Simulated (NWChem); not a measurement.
**GeHF (SMILES [F][GeH]): M06-2X/6-31G(d) (spherical functions)**

Aim: the vertical ionisation energy of GeHF at M06-2X/6-31G* (spherical functions), from 2 runs. 

Program for the calculation: NWChem 7.3.0.

## Step 1: The structure to begin with

The species is GeHF (3 atoms), meant as a singlet with charge 0. As SMILES, `[F][GeH]`. Geometry: relaxed at PBE0-D4/def2-TZVP.

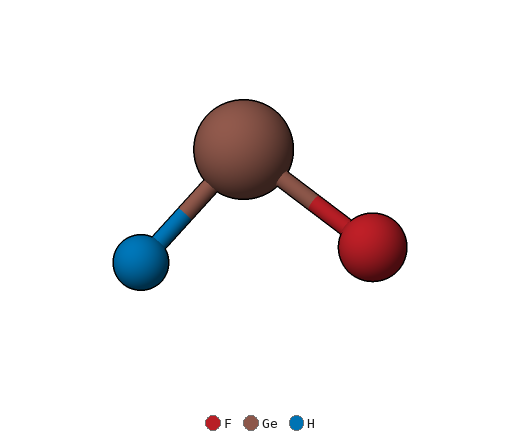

The structure, seen from a chosen angle (fluorine red, germanium brown, hydrogen blue).

## Step 2: The energy at M06-2X/6-31G(d) (spherical functions)

work.nw reads:

```
START work
TITLE "FGeH M06-2X"
memory 2200 mb

GEOMETRY units angstroms noautosym nocenter noautoz
  F        0.672100       1.012600       0.469700
  Ge      -0.657900       0.195200      -0.335600
  H       -0.025200      -1.272700      -0.147400
END

BASIS spherical bse
  * library 6-31G*
END

DFT
  xc m06-2x
  grid coarse
  convergence energy 1e-08
  maxiter 100
  mulliken
  print low
END

TASK dft energy
```

On the command line:

```console
$ nwchem work.nw > work.out
```

The program printed (excerpt; [...] marks lines left out):

```text
[...]
 d= 0,ls=0.0,diis     1  -2177.0571001360 -2.28D+03  1.90D-02  4.69D-01     0.6
[...]
 d= 0,ls=0.0,diis     9  -2177.1116057357 -1.48D-09  1.22D-06  4.54D-09     3.0
         Total DFT energy =    -2177.111605735718
      One electron energy =    -3232.178124016744
           Coulomb energy =     1045.750567664996
    Exchange-Corr. energy =      -89.896696927633
 Nuclear repulsion energy =       99.212647543663
[...]
      Total Density - Mulliken Population Analysis
     ---------------------------------------------
    Atom       Charge   Shell Charges
 -----------   ------   -------------------------------------------------------
    1 F    9     9.47   2.00  0.92  3.27  1.05  2.22  0.01
    2 Ge  32    31.45   2.00  2.00  6.00  2.00  5.99  1.46  1.27  0.36  0.24  6.91  2.93  0.30
    3 H    1     1.08   0.49  0.59
[...]
```

Run time: 3.6 s. Hardware: 1 thread of Intel Xeon 6975P-C (Granite Rapids), shared host; peak memory 0.1 GiB.

## Step 3: The doublet cation, same level

calc.nw reads:

```
start calc
title "FGeH energy"
memory total 2200 mb
charge 1

geometry units bohr noautosym nocenter noautoz
  F    1.27008493   1.91353667   0.88760436
  Ge  -1.24325082   0.36887454  -0.63419209
  H   -0.04762110  -2.40505444  -0.27854563
end

basis spherical bse
  F library 6-31G*
  Ge library 6-31G*
  H library 6-31G*
end

dft
  xc m06-2x
  mult 2
  grid coarse
  convergence energy 1e-08
  maxiter 100
  mulliken
  noprint "final vectors analysis"
end

task dft energy
```

On the command line:

```console
$ nwchem calc.nw > calc.out
```

The program printed (excerpt; [...] marks lines left out):

```text
[...]
          Wavefunction type:  spin polarized.
          No. of atoms     :     3
          No. of electrons :    41
[...]
          Charge           :     1
          Spin multiplicity:     2
[...]
          AO basis - number of functions:    48
[...]
              XC Information
              --------------
                       M06-2X Method XC Functional
                     Hartree-Fock (Exact) Exchange  0.540
                        M06-2X Exchange Functional  1.000
                      M06-2X Correlation Potential  1.000
[...]
 d= 0,ls=0.0,diis     1  -2176.3586294882 -2.28D+03  1.88D-02  2.11D+00     0.7
[...]
 d= 0,ls=0.0,diis    12  -2176.7591864690 -5.02D-09  1.09D-06  6.00D-10     4.5
[...]
         Total DFT energy =    -2176.759186469020
      One electron energy =    -3218.833343045165
           Coulomb energy =     1032.438651848533
    Exchange-Corr. energy =      -89.577135612212
 Nuclear repulsion energy =       99.212640339824
[...]
      Total Density - Mulliken Population Analysis
     ---------------------------------------------
    Atom       Charge   Shell Charges
 -----------   ------   -------------------------------------------------------
    1 F    9     9.33   2.00  0.94  3.24  1.04  2.10  0.01
    2 Ge  32    30.87   2.00  2.00  6.00  2.00  5.99  1.47  1.11  0.12  0.05  6.92  2.92  0.29
    3 H    1     0.80   0.43  0.38
[...]
      <S2> =      0.7628 (Exact =     0.7500)
[...]
```

It took 5.1 s on 1 thread of Intel Xeon 6975P-C (Granite Rapids), shared host; peak memory 0.1 GiB.

## Step 4: Results

At M06-2X/6-31G* (spherical functions):

| quantity | value |
| --- | --- |
| singlet GeHF: total energy | -2177.11161 Eh |
| doublet cation: total energy | -2176.75919 Eh |
| doublet cation: ⟨S²⟩ | 0.763 |
| vertical ionisation energy (to the doublet cation) | 9.590 eV |

Removing an electron at fixed nuclei costs 9.59 eV (221 kcal/mol). Mulliken charges (doublet cation) run from -0.33 on F1 to +1.13 on Ge2; they depend strongly on the basis.
